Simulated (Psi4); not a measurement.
# CH2BN (SMILES BC#N) at B86bPBE/pcseg-2 (density fitting)

Aim: the energy change on altering one bond length of CH2BN at B86bPBE/pcseg-2 (density fitting), from 2 runs. 

The calculation is run with Psi4 1.11.

### Step 1. The molecule

The species is CH2BN (5 atoms), meant as a singlet with charge 0. As SMILES, `BC#N`. The coordinates come from a PBE0-D4/def2-TZVP relaxation.

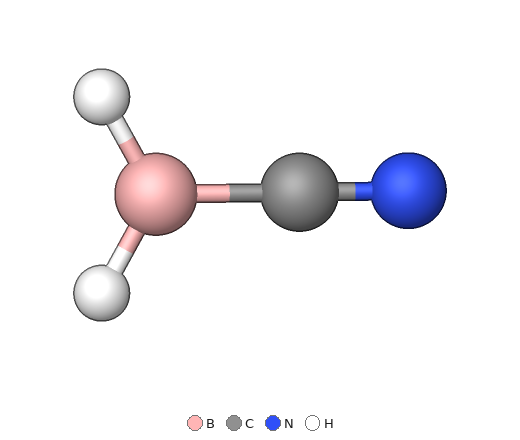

Viewed from a chosen angle; boron pink, carbon grey, nitrogen blue, hydrogen white.

### Step 2. The charge distribution at B86bPBE/pcseg-2 (density fitting)

Contents of ch2bn.xyz:

```xyz
5
CH2BN
B     -0.219200     0.441300    -0.341900
C      0.352700    -0.696700     0.490700
N      0.786500    -1.559600     1.122200
H     -0.744300     0.187400    -1.377600
H     -0.125900     1.554000     0.065300
```

Contents of job.py:

```python
import psi4

psi4.set_memory('1600 MB')
psi4.set_num_threads(1)
psi4.core.set_output_file('output.dat', False)

with open('ch2bn.xyz') as f:
    atoms = ''.join(f.readlines()[2:])
m = psi4.geometry('0 1\n' + atoms + 'symmetry c1')

e_tot, wfn = psi4.energy('b86bpbe/pcseg-2', molecule=m, return_wfn=True)
psi4.oeprop(wfn, 'MULLIKEN_CHARGES', 'NO_OCCUPATIONS', 'LOWDIN_CHARGES', 'MBIS_CHARGES', 'DIPOLE')
print(f'total energy {e_tot:.8f} hartree = {e_tot * 27.211386:.5f} eV')
```

The run is started by

```sh
$ python job.py
```

output.dat:

```text
[...]
  Running in c1 symmetry.
[...]
  Nuclear repulsion =   46.207232349375985
[...]
  Multiplicity = 1
[...]
  Nalpha       = 10
  Nbeta        = 10
[...]
    Number of basis functions: 118
[...]
   @DF-RKS iter   1:  -118.66565847700898   -5.38177e-01   5.27495e-03 ADIIS/DIIS
[...]
   @DF-RKS iter   8:  -118.87491810188385   -2.07253e-07   6.26582e-07 DIIS
[...]
    Orbital Energies [Eh]
    ---------------------
    Doubly Occupied:
       1A    -14.024424     2A     -9.934692     3A     -6.579781
       4A     -0.849161     5A     -0.562632     6A     -0.406701
       7A     -0.375359     8A     -0.344996     9A     -0.332154
      10A     -0.310220
[...]
  @DF-RKS Final Energy:  -118.87491810188385
   => Energetics <=
    Nuclear Repulsion Energy =             46.2072323493759853
    One-Electron Energy =                -250.4994453869963422
    Two-Electron Energy =                 102.4249326492601853
    DFT Exchange-Correlation Energy =     -17.0076377135236889
    Empirical Dispersion Energy =           0.0000000000000000
    VV10 Nonlocal Energy =                  0.0000000000000000
    Total Energy =                       -118.8749181018838499
[...]
 Multipole Moments:
 ------------------------------------------------------------------------------------
     Multipole            Electronic (a.u.)      Nuclear  (a.u.)        Total (a.u.)
 ------------------------------------------------------------------------------------
 L = 1.  Multiply by 2.5417464519 to convert [e a0] to [Debye]
 Dipole X            :          0.5055105           -0.8903588           -0.3848483
 Dipole Y            :         -1.0054508            1.7712034            0.7657526
 Dipole Z            :          0.7358036           -1.2960883           -0.5602847
 Magnitude           :                                                    1.0239162
[...]
  Mulliken Charges: (a.u.)
   Center  Symbol    Alpha    Beta     Spin     Total
       1     B     2.39081  2.39081  0.00000  0.21839
       2     C     3.03991  3.03991  0.00000 -0.07982
       3     N     3.56266  3.56266  0.00000 -0.12532
       4     H     0.50332  0.50332  0.00000 -0.00664
       5     H     0.50330  0.50330  0.00000 -0.00660
   Total alpha = 10.00000, Total beta = 10.00000, Total charge = -0.00000
  Lowdin Charges: (a.u.)
   Center  Symbol    Alpha    Beta     Spin     Total
       1     B     2.45111  2.45111  0.00000  0.09778
[...]
```

The script printed:

```text
total energy -118.87491810 hartree = -3234.75128 eV
```

It took 7.2 s on 1 thread of Intel Xeon Platinum 8488C (Sapphire Rapids), shared host; peak memory 0.56 GiB.

Atomic charges (e):

```csv
atom,Löwdin,MBIS,Mulliken
B1,+0.098,+0.525,+0.218
C2,-0.079,+0.002,-0.080
N3,+0.010,-0.257,-0.125
H4,-0.014,-0.135,-0.007
H5,-0.014,-0.135,-0.007
```

### Step 3. The distorted shape

Contents of ch2bn.inp:

```
memory 1.6 GB

molecule {
  0 1
  B      0.148374     0.619032     0.383098
  C      0.720274    -0.518968     1.215698
  N      1.154074    -1.381868     1.847198
  H     -0.744300     0.187400    -1.377600
  H      0.241674     1.731732     0.790298
  symmetry c1
}


e_tot, wfn = energy("b86bpbe/pcseg-2", return_wfn=True)
oeprop(wfn, "MULLIKEN_CHARGES", "NO_OCCUPATIONS", "LOWDIN_CHARGES", "MBIS_CHARGES", "DIPOLE", title="B86BPBE")
```

The run is started by

```sh
$ psi4 ch2bn.inp ch2bn.out -n 1
```

ch2bn.out:

```text
[...]
  Running in c1 symmetry.
[...]
  Nuclear repulsion =   44.730601240069433
[...]
  Multiplicity = 1
[...]
  Nalpha       = 10
  Nbeta        = 10
[...]
    Number of basis functions: 118
[...]
   @DF-RKS iter   1:  -118.45947958274162   -4.18253e-01   6.04986e-03 ADIIS/DIIS
[...]
   @DF-RKS iter  10:  -118.77837086974564   -2.30642e-08   5.34836e-07 DIIS
[...]
    Orbital Energies [Eh]
    ---------------------
    Doubly Occupied:
       1A    -14.038502     2A     -9.948944     3A     -6.637843
       4A     -0.862194     5A     -0.571501     6A     -0.410607
       7A     -0.356905     8A     -0.354408     9A     -0.341430
      10A     -0.274812
[...]
  @DF-RKS Final Energy:  -118.77837086974564
   => Energetics <=
    Nuclear Repulsion Energy =             44.7306012400694328
    One-Electron Energy =                -247.3028826744370576
    Two-Electron Energy =                 100.6522188969490372
    DFT Exchange-Correlation Energy =     -16.8583083323270593
    Empirical Dispersion Energy =           0.0000000000000000
    VV10 Nonlocal Energy =                  0.0000000000000000
    Total Energy =                       -118.7783708697456433
[...]
 Multipole Moments:
 ------------------------------------------------------------------------------------
     Multipole            Electronic (a.u.)      Nuclear  (a.u.)        Total (a.u.)
 ------------------------------------------------------------------------------------
 L = 1.  Multiply by 2.5417464519 to convert [e a0] to [Debye]
 Dipole X            :          1.0298263           -1.2262310           -0.1964047
 Dipole Y            :         -0.8459893            1.6088001            0.7628108
 Dipole Z            :          1.7503412           -1.9585582           -0.2082170
 Magnitude           :                                                    0.8147450
[...]
  Mulliken Charges: (a.u.)
   Center  Symbol    Alpha    Beta     Spin     Total
       1     B     2.41936  2.41936  0.00000  0.16127
       2     C     3.01177  3.01177  0.00000 -0.02354
       3     N     3.55591  3.55591  0.00000 -0.11182
       4     H     0.52301  0.52301  0.00000 -0.04603
       5     H     0.48994  0.48994  0.00000  0.02012
   Total alpha = 10.00000, Total beta = 10.00000, Total charge = -0.00000
  Lowdin Charges: (a.u.)
   Center  Symbol    Alpha    Beta     Spin     Total
       1     B     2.45625  2.45625  0.00000  0.08749
[...]
```

It took 7.2 s on 1 thread of Intel Xeon Platinum 8488C (Sapphire Rapids), shared host; peak memory 0.54 GiB.

Atomic charges (e):

```csv
atom,Löwdin,MBIS,Mulliken
B1,+0.087,+0.347,+0.161
C2,-0.097,+0.074,-0.024
N3,+0.026,-0.245,-0.112
H4,+0.002,-0.122,-0.046
H5,-0.019,-0.054,+0.020
```

### Step 4. Outcome

Level: B86bPBE/pcseg-2 (density fitting).

| quantity | value |
| --- | --- |
| first shape: total energy | -118.87492 Eh |
| first shape: dipole moment | 2.60 D |
| first shape: HOMO energy | -8.44 eV |
| first shape: LUMO energy | -4.38 eV |
| first shape: HOMO–LUMO gap | 4.06 eV |
| distorted shape: total energy | -118.77837 Eh |
| distorted shape: dipole moment | 2.07 D |
| distorted shape: HOMO energy | -7.48 eV |
| distorted shape: LUMO energy | -4.71 eV |
| distorted shape: HOMO–LUMO gap | 2.76 eV |
| energy change with the B1–H4 bond stretched from 1.189 to 2.021 Å | 2.627 eV |

With the B1–H4 bond stretched from 1.189 to 2.021 Å the energy rises by 2.63 eV (61 kcal/mol). The first shape isn't relaxed at this level, so the change isn't measured from a minimum.
